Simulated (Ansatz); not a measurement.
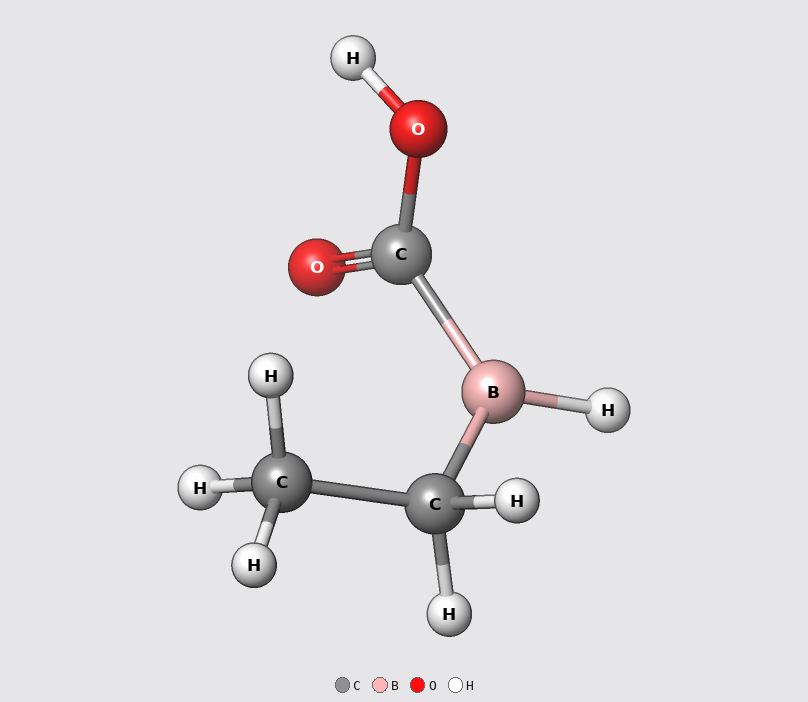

The geometry was computed by an optimisation with PBE0-D4/def2-TZVP. No frequency run is at hand to confirm it as a minimum. Program: Ansatz 0.2.0.

Tabulate HOMO energy (eV) at these levels: B3LYP-D4/def2-TZVPP; PBE-D4/def2-TZVPP; PBE0-D4/def2-TZVPP; r2SCAN-D4/def2-TZVPP; ωB97M-V/def2-TZVPP; ωB97X-V/def2-TZVPP.

| level | HOMO energy (eV) |
| --- | --- |
| B3LYP-D4/def2-TZVPP | −7.68 |
| PBE-D4/def2-TZVPP | −6.40 |
| PBE0-D4/def2-TZVPP | −7.88 |
| r2SCAN-D4/def2-TZVPP | −6.65 |
| ωB97M-V/def2-TZVPP | −10.27 |
| ωB97X-V/def2-TZVPP | −10.33 |
